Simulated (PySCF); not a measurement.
## Electronic structure of C₅H₁₁OSi (doublet) in real space

Input file:

```
{"job": {"kind": "epr", "basis": "pcH-1"}, "charge": 0, "multiplicity": 2}
O      2.775740    -0.256862    -0.866922
C      1.558769     0.412464    -1.106322
C      0.592522     0.356683     0.070606
C      0.238995    -1.102859     0.479281
C     -1.071709    -1.073031     1.164571
C     -2.104015    -0.311867     0.445720
Si    -1.103699     1.199695    -0.219858
H      3.161840     0.091894    -0.055495
H      1.129074    -0.084022    -1.979511
H      1.750204     1.464971    -1.369950
H      1.088097     0.830965     0.927025
H      0.172822    -1.688684    -0.445423
H      1.020236    -1.549177     1.095413
H     -1.144499    -1.243465     2.224113
H     -2.473918    -0.865777    -0.422511
H     -2.960812    -0.068076     1.068505
H     -1.280252     2.393515     0.608894
H     -1.358153     1.499950    -1.629792
```

Command:

```sh
OMP_NUM_THREADS=1 python probes_run.py task.json out
```

Geometry: GFN2-xTB.

Level of theory: UKS B3LYP, pcH-1 on C H O Si, non-relativistic, mean-field spin-orbit, GIAO (PySCF 2.14.0, density-fitted response routines).

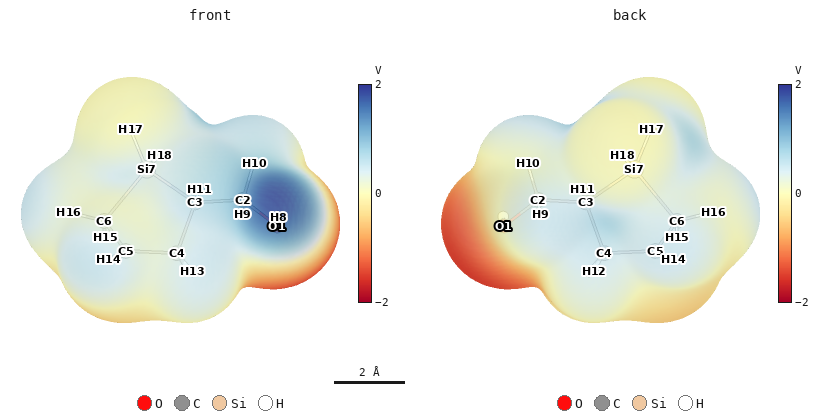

Figure 1. The molecular electrostatic potential painted on the density surface at 0.001 e/bohr³, seen from the front and from behind; the colour scale runs from red (negative) to blue (positive).

### Where is the surface potential most negative and most positive?

The most negative region (about −1.5 V) lies over O1, the most positive (about +1.8 V) over H8. O1 is the likeliest acceptor of a hydrogen bond.

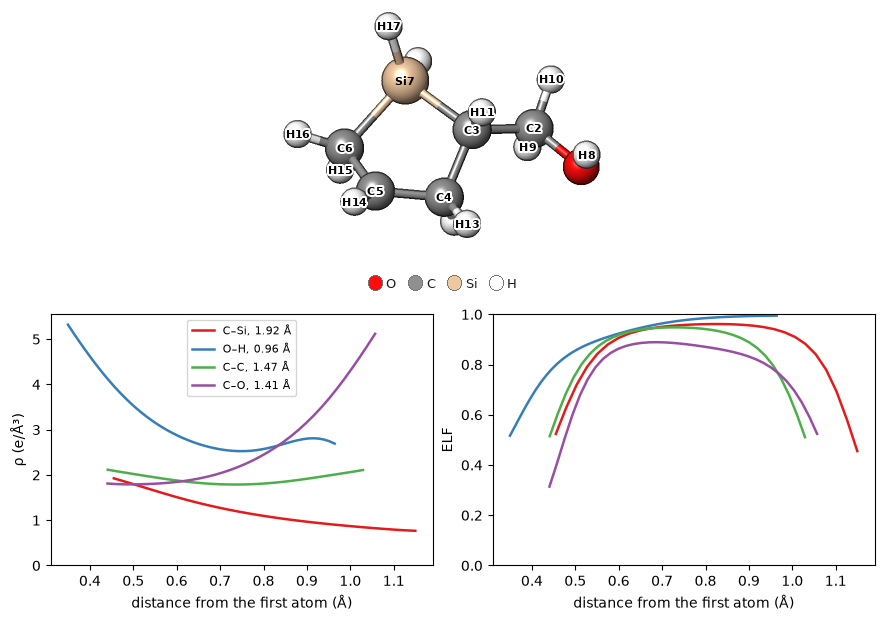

Figure 2. Electron density and ELF along straight lines between neighbouring atoms. The curves leave out the atomic cores. The structure is drawn too.

### What kind of bonding do the profiles show?

C–Si (1.92 Å): the density is about 0.91 e/Å³ at the midpoint; the ELF peaks at about 0.95 between the atoms: a covalent bond.
O–H (0.96 Å): ρ is about 3.7 e/Å³ halfway; the ELF climbs to about 1 towards the hydrogen, as it does in any bond to H (an ordinary covalent bond to hydrogen).
C–C (1.47 Å): ρ is about 1.8 e/Å³ halfway; the ELF peaks at about 0.95 between the atoms (a covalent bond).
C–O (1.41 Å): ρ is about 2.1 e/Å³ halfway, with its minimum of 1.8 e/Å³ about 0.5 Å from C; the ELF peaks at about 0.90 between the atoms; a polar covalent bond.
